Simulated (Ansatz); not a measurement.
The starting structures come from a database of crystals and need not be the phases stable at ambient conditions.

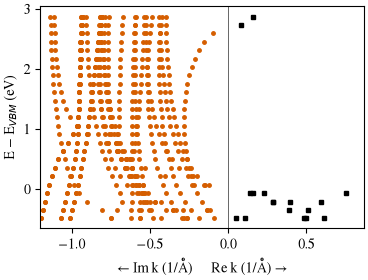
*Complex bands at the centre of the two-dimensional zone; r2SCAN (Ansatz, a quantum-chemistry and plane-wave program)*

The gap is the functional's own, uncorrected, and κ follows it; spin-orbit coupling is left out. Mid-gap values are interpolated between the computed energies.

Q: This is SnH8(NCl3)2 (Fm-3m, not sure to be the ambient phase, 17 atoms a cell, 14.7 Å³ an atom) along the normal of (110). Read off the slowest decay at the centre of the two-dimensional zone at 1.33 eV, the computed energy nearest the middle of the gap.

A: κ ≈ 0.28 1/Å, a decay length 1/(2κ) of the density of 1.8 Å.
